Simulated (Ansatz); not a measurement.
Starting cell, Ga₂O₃ (corundum):

```
Ga2O3
1.0
    2.52884     1.46003     4.54105
   -2.52884     1.46003     4.54105
    0.00000    -2.92005     4.54105
Ga O
4 6
Direct
  0.35584   0.35584   0.35584
  0.14416   0.14416   0.14416
  0.64416   0.64416   0.64416
  0.85584   0.85584   0.85584
  0.55313   0.94687   0.25000
  0.25000   0.55313   0.94687
  0.94687   0.25000   0.55313
  0.44687   0.05313   0.75000
  0.75000   0.44687   0.05313
  0.05313   0.75000   0.44687
```

A phonon eigenvector at Γ is frozen into this cell: atom i moves by Q times the vector below, so Q is the largest atomic displacement, in Å. The cell is held. It is one choice among 2 degenerate patterns.

```
atom       x       y       z
----  ------  ------  ------
Ga1   -0.052   0.171   0.000
Ga2    0.052   0.171   0.000
Ga3   -0.052   0.171   0.000
Ga4    0.052   0.171   0.000
O5     0.000  -0.427   0.904
O6     0.060  -0.531  -0.452
O7    -0.060  -0.531  -0.452
O8     0.000  -0.427   0.904
O9     0.060  -0.531  -0.452
O10   -0.060  -0.531  -0.452
```

Method: PBE (plane waves to 420 eV, PAW, scalar-relativistic; Ansatz, a quantum-chemistry and plane-wave program). k mesh 8×8×8 (Γ-centred), Fermi-Dirac smearing 0.05 eV. Energies are smeared free energies. Compression counts positive. Ga2O3 was relaxed with its symmetry unable to fall. The zero of ΔE is the undisplaced structure.

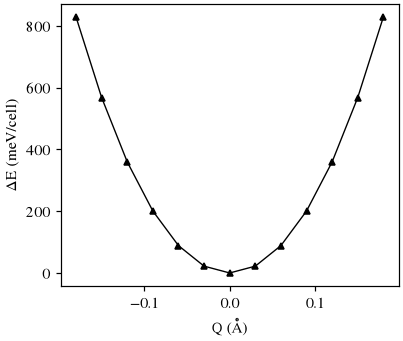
Fig. 1. ΔE (meV/cell) against Q (Å); one marker a computed point.

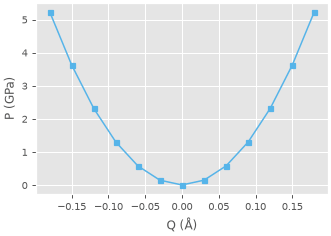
*P (GPa) against Q (Å); markers are the computed points, lines only join them.*

The energy at Q = 0.180 Å comes out as 829 meV/cell. Space group of the distorted cell: Cc (No. 9), lowered from R-3c. Symmetry of the curve: even: the same for both signs. Shape of the curve: a single well with its minimum at or next to zero displacement. Harmonic wavenumber from the curvature (finite differences): 429 cm⁻¹.

E″ = 48.98 eV/Å², M = Σ mᵢ|uᵢ|² = 72.3 u, ν̃ = 521.5·√(|E″|/M).

(For displaced atoms, the force is minus the slope of the energy, and its curvature is a force constant, which sets phonon frequencies.)
